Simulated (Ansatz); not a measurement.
# BGeH5O (SMILES [BH2][GeH2][OH]): what the fields show

```xyz
8

B    -1.1341    0.6749   -0.8081
Ge    0.5375    0.0672    0.2102
O     0.2788   -1.6219    0.7470
H    -2.0654   -0.0531   -0.9655
H    -1.1801    1.7815   -1.2559
H     0.8181    0.9463    1.4540
H     1.8096    0.1190   -0.6718
H     1.0278   -1.9710    1.2342
```

Geometry: PBE0-D4/def2-TZVP.

Computed with RKS PBE0-D4/def2-TZVPP in Ansatz 0.2.0.

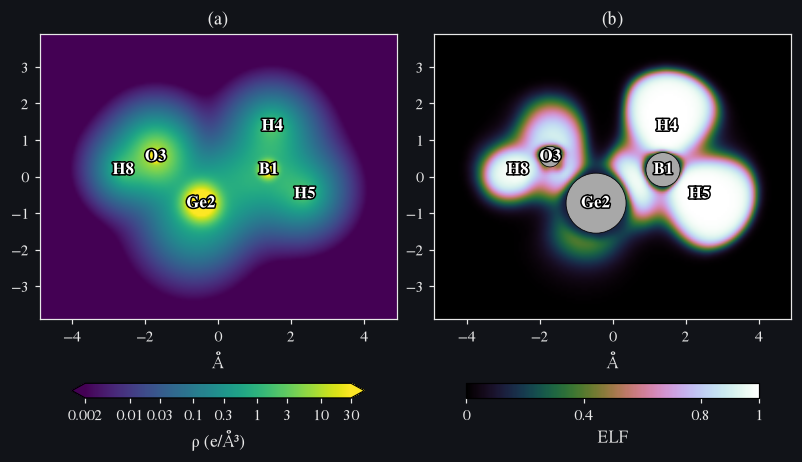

Figure 1. (a) electron density; (b) ELF on the plane of atoms B1, Ge2 and O3. Grey discs cover the atomic cores in the ELF map.

### Interpret the plot.

The plane passes through B, Ge, O and H nuclei. Ge–O (1.79 Å): ρ is about 0.97 e/Å³ halfway; the ELF peaks at about 0.85 in the valence shell of O, 0.6 Å from its nucleus, and is about 0.35 at the midpoint. Ge–B (2.05 Å): ρ is about 0.8 e/Å³ halfway; the ELF peaks at about 0.95 between the atoms; localised, covalent bonding. O–H (0.96 Å): ρ is about 3.8 e/Å³ halfway; the ELF climbs to about 1 towards the hydrogen, as it does in any bond to H; a covalent bond by its length. B–H (1.19 Å): ρ is about 1.3 e/Å³ halfway; the ELF climbs to about 1 towards the hydrogen: an ordinary covalent bond to hydrogen. The ELF also peaks beside O3, away from the bonds: lone-pair regions.

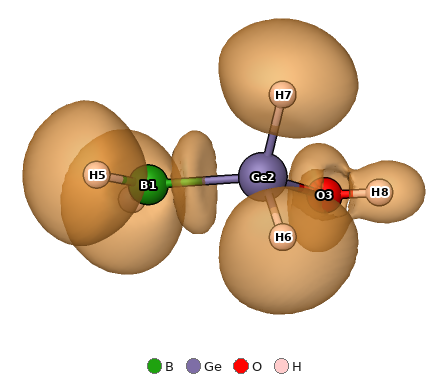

Figure 2. Isosurface of the ELF at 0.8 (orange), seen from one side. Core shells and regions of very low density are left out.

### Identify the bonds, lone pairs and shells in this picture.

The ELF exceeds this value in one region between bonded B–Ge atoms (shared pairs), four regions around hydrogen nuclei and one joined region spread over several atoms (H, O), in which their bonds and any lone pairs are merged.

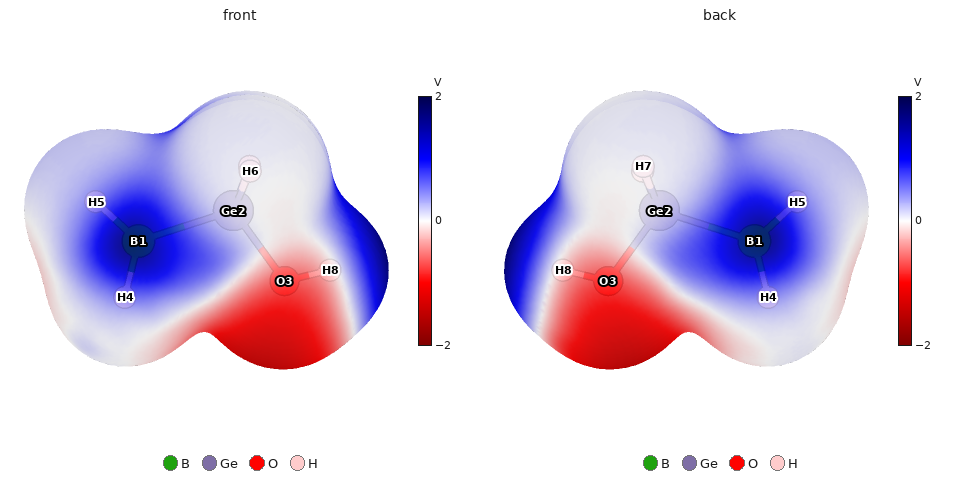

Figure 3. The electrostatic potential painted on the density surface at 0.001 e/bohr³, seen from the front and from behind; the colour scale runs from red (negative) to blue (positive).

### Which sites attract a positive test charge, and which a negative one?

A positive charge is drawn to the negative regions and a negative charge to the positive ones. The most negative region (about −1.4 V) lies over O3, the most positive (about +1.7 V) over B1 and H8. O3 is the likeliest acceptor of a hydrogen bond.

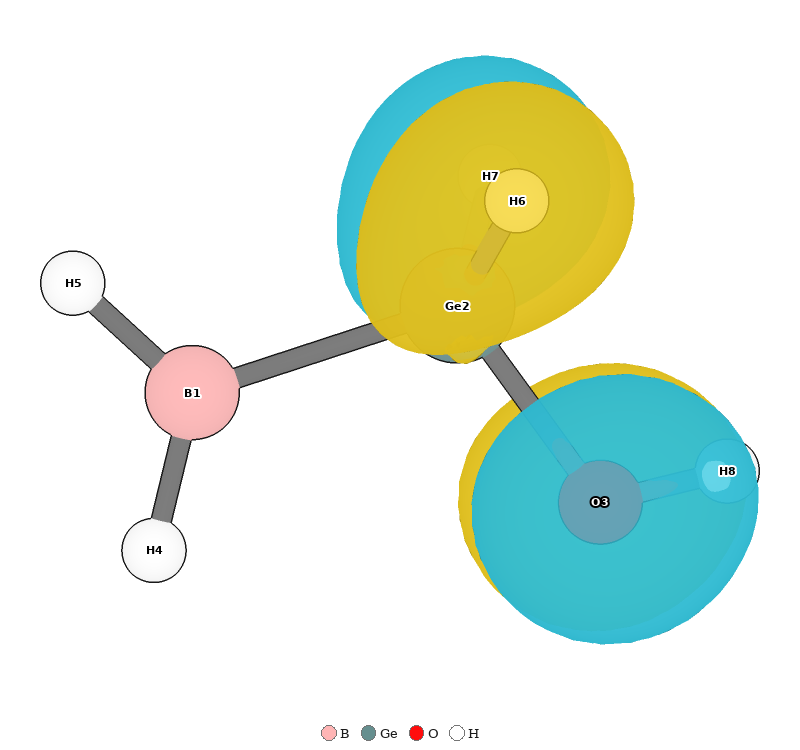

Figure 4. The HOMO at ±0.1 Å⁻³ᐟ² (yellow and cyan are the two phases), seen across its widest extent.

### Describe this orbital and give its energy.

It lies mainly on O3 (about 60 %), Ge2 (about 15 %), H7 (about 10 %) and H6 (about 10 %). Its energy is −8.24 eV.
